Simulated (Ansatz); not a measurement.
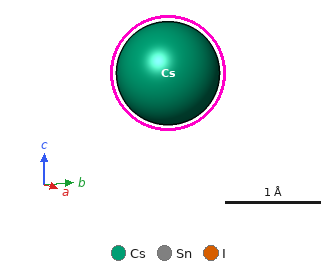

Perfect CsSnI₃. Style: ball-and-stick. Shown: the atoms within 3.3 Å of one point, slightly off an axis.

Computed with DFT, PBEsol, PAW, plane waves in Ansatz 0.2.0. (plane-wave cutoff 420 eV; k-point mesh 1 × 1 × 1; mesh shifted by (0.25, 0.25, 0.25); collinear spin) Fermi-Dirac smearing of 0.01 eV. A uniform background neutralises the charged cell. The axes drawn are those of the host's conventional cell.

A caesium atom is replaced by cobalt at the ringed place, in charge state +1. The supercell has 40 sites, and the atoms are relaxed at the host's cell.

Predict the relaxed surroundings of the defect.

In the host the Cs atom has ; the Co atom ends with 1 Sn at 2.43 Å, 3 I at 2.49 to 2.52 Å. Of the host's atoms, an iodine atom moves furthest from its site, by 1.04 Å. The Co atom itself moves 3.40 Å from where it was put. The cell's net moment is 1.00 μB.

The relaxed defect, seen from the same direction:

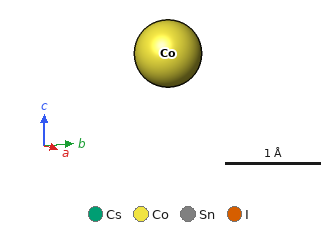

Limits of the set-up: the cell is charged, on a uniform background, and energies carry no finite-size correction.
